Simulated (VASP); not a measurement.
Band structure of PdIn (space group Pm-3m). Calculation: PBE GGA, VASP's PBE PAW potentials (set 64) (plane waves; VASP).

Unless said otherwise, spin-orbit coupling is left out, though it shifts the bands of the heavy elements here.

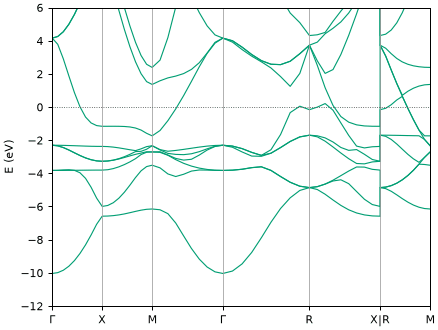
Figure. Bands along high-symmetry lines, zero at the valence-band maximum or, without a gap, the Fermi level

### Question
Read the plot: is there a gap, and where are the band edges?

### Answer
It has no gap at this level: it comes out as a metal or semimetal.

The structure is a typed PdIn crystal. The cell was not relaxed at this level. The electron count is odd and the run is not spin-polarised, which forces a metal.
